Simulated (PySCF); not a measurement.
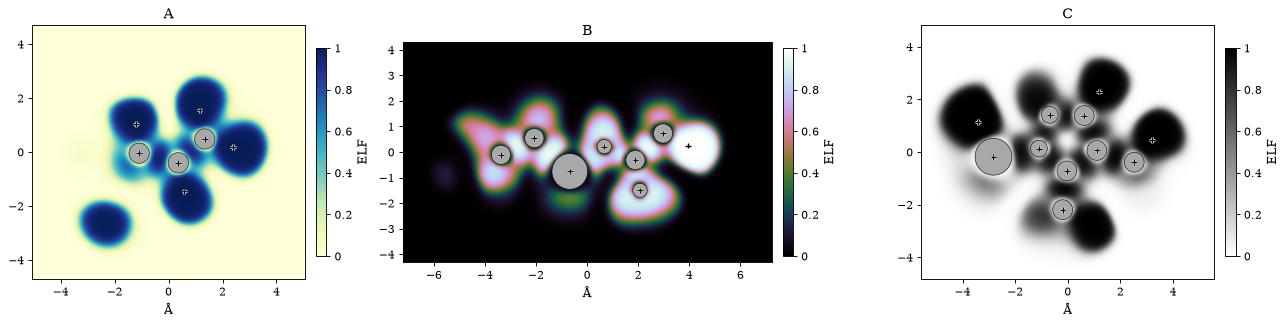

The ELF of 3 systems, each on a plane through atoms (crosses mark nuclei in the plane; grey discs cover the cores).

The calculation used PySCF, PBE0/pcSseg-1, SCF density, gas phase, non-relativistic.

System 1: C$_{5}$H$_{11}$ClSi, the plane of atoms C1, C2 and C3. Geometry: GFN2-xTB.

```xyz
18

C     2.4348    0.5401    0.2008
C     1.5400   -0.3774   -0.1158
C     0.4383   -0.1699   -1.1047
C    -0.9554   -0.1378   -0.4502
C    -1.3089   -1.4842    0.1793
Si   -1.1339    1.2779    0.8197
Cl   -0.5995    3.0184   -0.0468
H     2.4296    1.5163   -0.2560
H     3.2122    0.3549    0.9230
H     1.5744   -1.3520    0.3533
H     0.4598   -0.9830   -1.8380
H     0.6023    0.7699   -1.6366
H    -1.6735    0.0394   -1.2613
H    -1.1841   -2.2917   -0.5412
H    -0.6777   -1.6920    1.0394
H    -2.3431   -1.4874    0.5161
H    -2.5377    1.3943    1.2168
H    -0.2865    1.0707    1.9904
```

System 2: C$_{5}$H$_{11}$FO$_{2}$Si$_{2}$ (SMILES CC(=O)O[SiH2]C/C=C(/F)[SiH3]), the plane of atoms C2, C1 and H12. Geometry: GFN2-xTB.

```xyz
21

C    -3.8845    1.0626   -0.8277
C    -3.0254    0.2453    0.0932
O    -3.3674   -0.1943    1.1564
O    -1.8014    0.0473   -0.3885
Si   -0.6652   -0.7896    0.4931
C     0.8360   -0.7064   -0.6754
C     2.0375   -1.2314    0.0111
C     3.0122   -0.4665    0.4860
F     4.0379   -1.0965    1.1392
Si    3.1876    1.4160    0.4231
H    -3.9328    0.5780   -1.7999
H    -4.8813    1.1692   -0.4117
H    -3.4298    2.0418   -0.9613
H    -1.1297   -2.1575    0.7020
H    -0.4252   -0.0884    1.7491
H     1.0061    0.3222   -0.9935
H     0.6377   -1.3026   -1.5674
H     2.0824   -2.3037    0.1527
H     4.4527    1.7513    1.0696
H     3.1906    1.8529   -0.9769
H     2.0533    2.0219    1.1263
```

System 3: C$_{5}$H$_{9}$FN$_{2}$Si (SMILES Cc1c(CF)cnn1[SiH3]), the plane of atoms C1, C2 and C3. Geometry: GFN2-xTB.

```xyz
18

C    -0.0007    1.5835    0.6978
C    -0.0404    0.2334    0.0841
C    -1.1131   -0.5326   -0.3269
C    -2.5617   -0.2012   -0.2531
F    -2.9404    0.1133    1.0387
C    -0.5273   -1.7121   -0.8328
N     0.7781   -1.6631   -0.7454
N     1.0846   -0.4774   -0.1819
Si    2.7797   -0.1147    0.1059
H     0.3183    2.3250   -0.0357
H    -0.9876    1.8538    1.0634
H     0.7021    1.6056    1.5289
H    -3.1732   -1.0543   -0.5612
H    -2.8114    0.6766   -0.8621
H    -1.0161   -2.5685   -1.2546
H     3.4807   -1.2510   -0.4630
H     3.0622    1.1565   -0.5660
H     2.9575    0.0336    1.5523
```

### Which map belongs to which system?

Panel A is system 1, C$_{5}$H$_{11}$ClSi: the plane holds C and H. C–C (1.32 Å): the ELF peaks at about 0.90 between the atoms; a short, multiple covalent bond. Panel B is system 2, C$_{5}$H$_{11}$FO$_{2}$Si$_{2}$: the plane holds C, O, Si and H. C–O (1.20 Å): the ELF peaks at about 0.85 between the atoms (a short, multiple covalent bond). Panel C is system 3, C$_{5}$H$_{9}$FN$_{2}$Si: the plane holds C, N, Si and H. C–N (1.31 Å): the ELF peaks at about 0.90 between the atoms (a covalent bond).
